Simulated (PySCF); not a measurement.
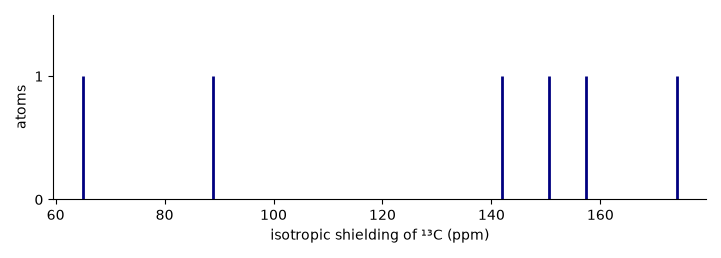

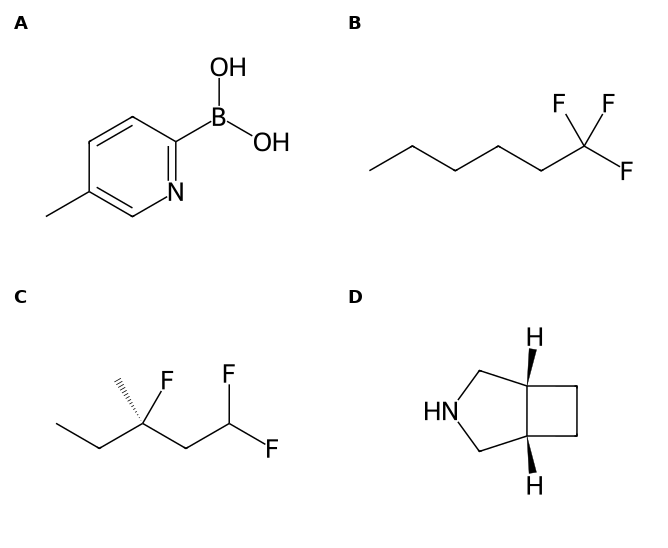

The sticks are computed shieldings of one of the molecules, for one fixed geometry (PBE0-D3(BJ)/def2-SVP) without averaging over rotations. Low shielding means a high chemical shift. Method: GIAO PBE0/pcSseg-1 NMR shielding, non-relativistic, IEF-PCM acetone (PySCF 2.14.0).

**Match the spectrum to a structure.**

C, `CC[C@@](C)(F)CC(F)F`. Its 6 C atoms give lines at 65.0, 88.8, 141.9, 150.7, 157.4, 174.0 ppm.
